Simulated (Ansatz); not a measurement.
# Ligand exchange: C5H10O + NaSH → C5H10S + NaOH

Gas-phase species: C5H10O (cyclopentanol) `OC1CCCC1`, singlet; NaSH `[Na][SH]`, singlet; C5H10S `SC1CCCC1`, singlet; NaOH `[OH][Na]`, singlet. The partners trade OH for SH: C–OH and Na–SH bonds give way to C–SH and Na–OH.

Shapes, held fixed at every level: PBE0-D4/def2-TZVP. Flexible molecules stand in one conformer, not always the lowest. Programs: Ansatz 0.2.0. The zero-point and thermal change to 298 K, harmonic and unscaled (PBE0-D4/def2-TZVP), is -2.2 kJ/mol.

```
               level                   kind  ΔH(298 K) (kJ/mol)  less CCSD(T)/def2-TZVPP
         HF/def2-SVP           Hartree–Fock               +82.9                    +41.0
       HF/def2-TZVPP           Hartree–Fock               +66.2                    +24.3
   PBE-D4/def2-TZVPP                    GGA               +44.2                     +2.3
r2SCAN-D4/def2-TZVPP               meta-GGA               +44.4                     +2.5
 BHLYP-D4/def2-TZVPP          global hybrid               +49.0                     +7.1
        MP2/def2-SVP    perturbation theory               +40.3                     -1.6
    CCSD(T)/def2-SVP  coupled cluster or CI               +49.3                     +7.4
  CCSD(T)/def2-TZVPP  coupled cluster or CI               +41.9                      0.0
```

The highest level, CCSD(T)/def2-TZVPP, gives ΔH(298 K) = +41.9 kJ/mol; the levels span +40.3 to +82.9. The column of differences is taken from that level and isn't an error. No measured value is set beside it here. Outer-core shells of Na are correlated, in sets that cover them unevenly. Sets without diffuse functions underbind ionic bonds of s-block metals.

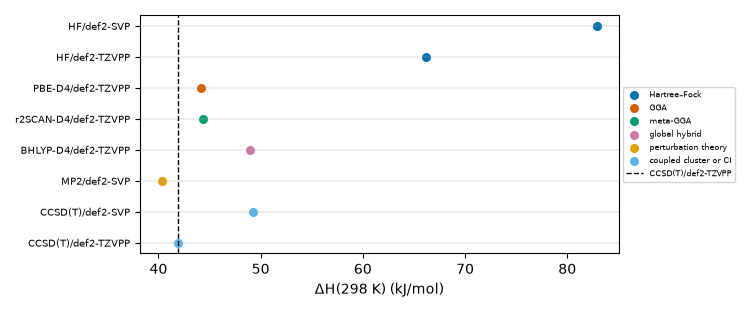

The values of the table, level by level.
